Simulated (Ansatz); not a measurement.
# FGeH₃O₃···HCl: what the fields show

```yaml
atoms:
  - { symbol: Ge, position_ang: [-0.1128, -0.2261, -0.3538] }
  - { symbol: F, position_ang: [0.0404, 0.1636, 1.3570] }
  - { symbol: O, position_ang: [1.4630, -0.3544, -1.0904] }
  - { symbol: H, position_ang: [1.8223, -1.2512, -1.0434] }
  - { symbol: O, position_ang: [-0.9162, 1.0967, -1.1599] }
  - { symbol: H, position_ang: [-1.7847, 1.3062, -0.7897] }
  - { symbol: O, position_ang: [-0.9887, -1.7547, -0.3519] }
  - { symbol: H, position_ang: [-1.2185, -2.0458, 0.5425] }
  - { symbol: Cl, position_ang: [1.6105, 2.7480, 2.4227] }
  - { symbol: H, position_ang: [0.9767, 1.6620, 2.1033] }
```

Theory: RKS B3LYP/def2-SVP in Ansatz.

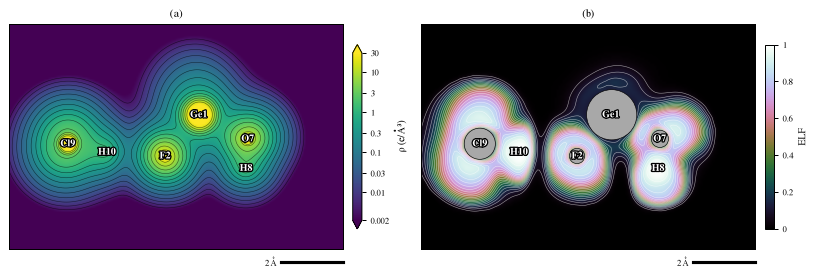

Figure 1. (a) electron density; (b) electron localisation function on the plane of atoms Ge1, O7 and H8. Grey discs cover the atomic cores in the ELF map.

> What do the fields say about this system?

The section cuts through Ge, F, O, H and Cl sites. F2···H10 (1.92 Å): the density falls to about 0.16 e/Å³ on the way; the ELF dips to about 0.10 between them. Ge–O (1.76 Å): ρ at the midpoint is about 0.99 e/Å³; the ELF peaks at about 0.85 in the valence shell of O, 0.6 Å from its nucleus, and is about 0.35 at the midpoint. Ge–F (1.76 Å): the density is about 0.86 e/Å³ at the midpoint; the ELF peaks at about 0.85 in the valence shell of F, 0.5 Å from its nucleus, and is about 0.20 at the midpoint. O–H (0.97 Å): ρ at the midpoint is about 3.6 e/Å³; the ELF climbs to about 1 towards the hydrogen, as it does in any bond to H (an ordinary covalent bond to hydrogen). Cl–H (1.30 Å): the density is about 1.9 e/Å³ at the midpoint; the ELF climbs to about 1 towards the hydrogen. The ELF also peaks beside F2, Cl9 and O7, away from the bonds: lone-pair regions.

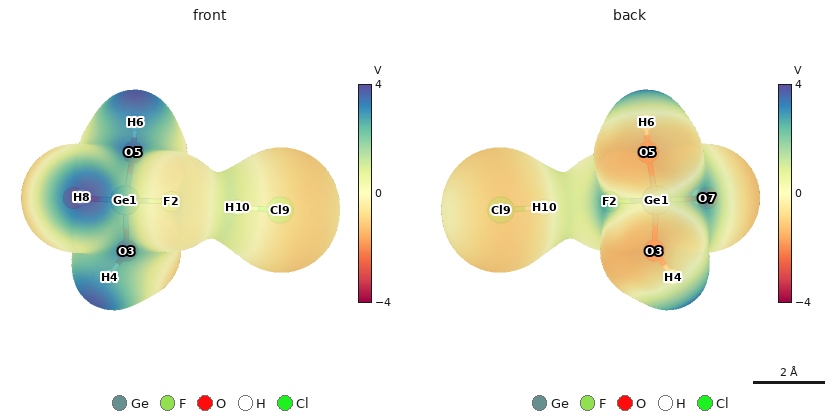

Figure 2. The electrostatic potential painted on the density surface at 0.004 e/bohr³, seen from the front and from behind; the colour scale runs from red (negative) to blue (positive).

> Describe the electrostatic potential map.

The most negative region (about −1.5 V, or −35 kcal/mol for a unit charge) lies over O3 and O5, the most positive (about +3.8 V, or +88 kcal/mol for a unit charge) over H4, H6 and H8.

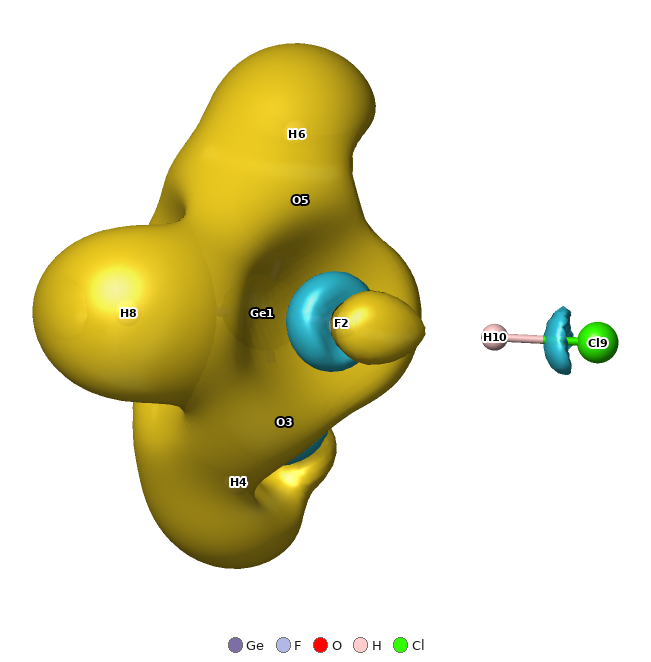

Figure 3. The LUMO at ±0.08 Å⁻³ᐟ² (yellow and cyan are the two phases), seen at a tilt.

> Describe this orbital and give its energy.

Its weight (Hirshfeld) is mainly on Ge1 (about 35 %), O7 (about 10 %), O5 (about 10 %), O3 (about 10 %), F2 (about 10 %) and H8 (about 5 %). Its energy is −1.07 eV.
